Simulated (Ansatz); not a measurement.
# wB97M-V/def2-SVP (core potential) run of C2H2Cl2Sn (SMILES C#[C][SnH]([Cl])[Cl])

Aim: the electronic atomisation energy of C2H2Cl2Sn at wB97M-V/def2-SVP (core potential), from 5 runs. 

The calculation is run with Ansatz 0.2.0.

49 further runs of the same task are left out: 7 that didn't finish, 42 set aside as unsound or not needed.

## (1) The molecule

C2H2Cl2Sn: 7 atoms, total charge 0, spin state singlet. As SMILES, `C#[C][SnH]([Cl])[Cl]`. Geometry: relaxed at PBE0-D4/def2-TZVP.

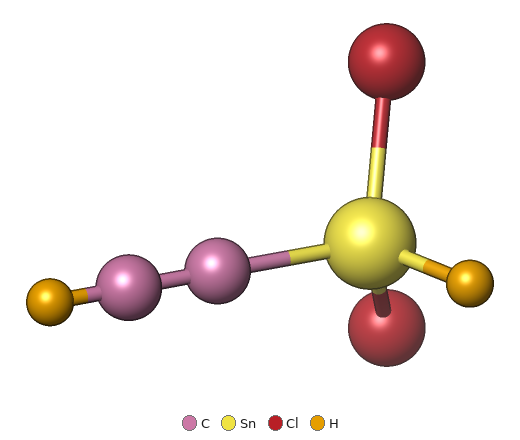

The structure, seen from a chosen angle (carbon pink, tin yellow, chlorine red, hydrogen amber).

## (2) A single-point energy at wB97M-V/def2-SVP (core potential)

job.yaml reads:

```yaml
crystal:
  periodic: [false, false, false]
  atoms:
    - {symbol: C, position_ang: [-1.668000, 1.349700, 0.386500]}
    - {symbol: C, position_ang: [-0.744900, 0.592400, 0.224500]}
    - {symbol: Sn, position_ang: [0.833800, -0.704500, -0.025300]}
    - {symbol: Cl, position_ang: [0.163900, -2.365900, -1.482000]}
    - {symbol: Cl, position_ang: [2.540200, 0.448400, -1.069500]}
    - {symbol: H, position_ang: [-2.485300, 2.020900, 0.525300]}
    - {symbol: H, position_ang: [1.421600, -1.409000, 1.394900]}
basis:
  gaussian: {orbitals: def2-SVP}
hamiltonian: {xc: {name: wB97M-V}}
accuracy: high
output: {orbitals: {seedname: orbitals}}
```

Command:

```
ansatz run job.yaml --threads 1 --pin off --max-ram 3480MiB --events-out events.jsonl --progress --plain --runs-dir runs
```

The log of the run:

```text
Warning: RAYON_NUM_THREADS=1 ignored (pool sized by the plan → 1); use --threads N
Functional definition: wB97M-V
  name "wB97M-V"
  parameter omega = 0.3/bohr
  parameter cx = 0.15
  parameter cx01 = 1.007
  parameter cx10 = 0.259
  parameter css00 = 0.443
  parameter css04 = -1.437
  parameter css10 = -4.535
  parameter css20 = -3.390
  parameter css43 = 4.278
  parameter cos00 = 1.000
  parameter cos10 = 1.358
  parameter cos20 = 2.924
  parameter cos21 = -8.812
  parameter cos60 = -1.390
  parameter cos61 = 9.142
  parameter b = 6.0
  parameter c = 0.01
  gx(w, u) = 1 - cx + cx01*u + cx10*w
  gss(w, u) = css00 + css04*u^4 + css10*w + css20*w^2 + css43*w^4*u^3
  gos(w, u) = cos00 + cos10*w + (cos20 + cos21*u)*w^2 + (cos60 + cos61*u)*w^6
  exchange = spin_sum(e_x_unif_sr(omega)*gx(b97_w, b97_u_x)) + cx*exact_x_sr(omega) + exact_x_lr(omega)
  correlation = spin_sum(e_c_pw_mod_same_spin*gss(b97_w, b97_u_same))
      + integral(e_c_pw_mod_opposite_spin*gos(b97_w_opposite, b97_u_opposite)) + vv10(b, c)
2157 factors; integrals over basis functions are off by at most 3.3e-8 eV
418 factors; integrals over basis functions are off by at most 1.9e-9 eV
mean field evaluation 1: about -32967.4906 eV, gradient 3.3e1 eV
mean field evaluation 2: about -32969.1901 eV, gradient 2.3e1 eV
mean field evaluation 4: about -32970.6035 eV, gradient 1.6e0 eV
mean field evaluation 8: about -32970.7052 eV, gradient 1.0e-1 eV
mean field evaluation 16: about -32970.7052 eV, gradient 3.0e-5 eV
mean field -32970.70524057 eV, -1211.6510692444 hartree, gradient 2.7e-8 eV, S^2 0.000000; 0 other end points of the search recorded, 0 dependent functions left out
reference -32970.70524541 eV, -1211.6510694222 hartree; 35, 35 occupied and 65, 65 virtual orbitals, 2157 factors
Total energy: -32970.70524541 eV, -1211.6510694222 hartree
```

Wall time 1.8 min (1 thread of Arm Neoverse V1, shared host); peak memory 0.74 GiB.

## (3) The C atom at the same level

input.yaml reads:

```yaml
crystal:
  periodic: [false, false, false]
  atoms:
    - symbol: C
      position_ang: [0.000000, 0.000000, 0.000000]
basis:
  gaussian:
    orbitals: def2-SVP
magnetization:
  spin_polarized: true
  initial_magnetization: 2
hamiltonian:
  xc: {name: wB97M-V}
accuracy: high
```

Run the same way, it converges to -37.79948 Eh (log not shown).

## (4) The Cl atom

molecule.yaml reads:

```yaml
crystal:
  periodic: [false, false, false]
  atoms:
    - {symbol: Cl, position_ang: [0.000000, 0.000000, 0.000000]}
basis:
  gaussian:
    orbitals: def2-SVP
accuracy: high
magnetization:
  spin_polarized: true
  initial_magnetization: 1
total_charge: 0
hamiltonian:
  xc: {name: wB97M-V}
```

Run the same way, it converges to -459.96766 Eh (log not shown).

## (5) The H atom

in.yaml reads:

```yaml
basis:
  gaussian:
    orbitals: def2-SVP
crystal:
  periodic: [false, false, false]
  atoms:
    - {symbol: H, position_ang: [0.000000, 0.000000, 0.000000]}
magnetization:
  spin_polarized: true
  initial_magnetization: 1
hamiltonian:
  xc: {name: wB97M-V}
accuracy: high
```

Command:

```
ansatz run in.yaml --threads 1 --pin off --max-ram 3480MiB --events-out events.jsonl --progress --plain --runs-dir runs
```

The log of the run, cut to the lines that bear on the results:

```text
Warning: RAYON_NUM_THREADS=1 ignored (pool sized by the plan → 1); use --threads N
[... 2 set-up lines as earlier in the session ...]
[...]
  gx(w, u) = 1 - cx + cx01*u + cx10*w
  gss(w, u) = css00 + css04*u^4 + css10*w + css20*w^2 + css43*w^4*u^3
  gos(w, u) = cos00 + cos10*w + (cos20 + cos21*u)*w^2 + (cos60 + cos61*u)*w^6
[...]
      + integral(e_c_pw_mod_opposite_spin*gos(b97_w_opposite, b97_u_opposite)) + vv10(b, c)
15 factors; integrals over basis functions are off by at most 8.9e-10 eV
15 factors; integrals over basis functions are off by at most 7.0e-10 eV
[...]
mean field -13.38016317 eV, -0.4917119273 hartree, gradient 7.8e-9 eV, S^2 0.750000; 0 other end points of the search recorded, 0 dependent functions left out
reference -13.38016526 eV, -0.4917120041 hartree; 1, 0 occupied and 4, 5 virtual orbitals, 15 factors
Total energy: -13.38016526 eV, -0.4917120041 hartree
```

It took 0.67 s on 1 thread of Arm Neoverse V1, shared host; peak memory 0.1 GiB.

## (6) The Sn atom

molecule.yaml reads:

```yaml
crystal:
  periodic: [false, false, false]
  atoms:
    - {symbol: Sn, position_ang: [0.000000, 0.000000, 0.000000]}
basis:
  gaussian:
    orbitals: def2-SVP
magnetization:
  spin_polarized: true
  initial_magnetization: 2
hamiltonian:
  xc: {name: wB97M-V}
accuracy: high
```

Run the same way, it converges to -214.20122 Eh (log not shown).

## (7) Results

At wB97M-V/def2-SVP (core potential):

| quantity | value |
| --- | --- |
| molecule: total energy | -1211.65107 Eh |
| molecule: HOMO energy | -11.03 eV |
| molecule: LUMO energy | 0.84 eV |
| molecule: HOMO–LUMO gap | 11.87 eV |
| C atom: total energy | -37.79948 Eh |
| C atom: ⟨S²⟩ | 2.002 |
| Cl atom: total energy | -459.96766 Eh |
| Cl atom: ⟨S²⟩ | 0.751 |
| H atom: total energy | -0.49171 Eh |
| H atom: ⟨S²⟩ | 0.750 |
| Sn atom: total energy | -214.20122 Eh |
| Sn atom: ⟨S²⟩ | 2.003 |
| electronic atomisation energy | 25.365 eV |

**Reading.** Taking the molecule apart into free atoms costs 25.37 eV (585 kcal/mol), before zero-point energy and without spin-orbit coupling.
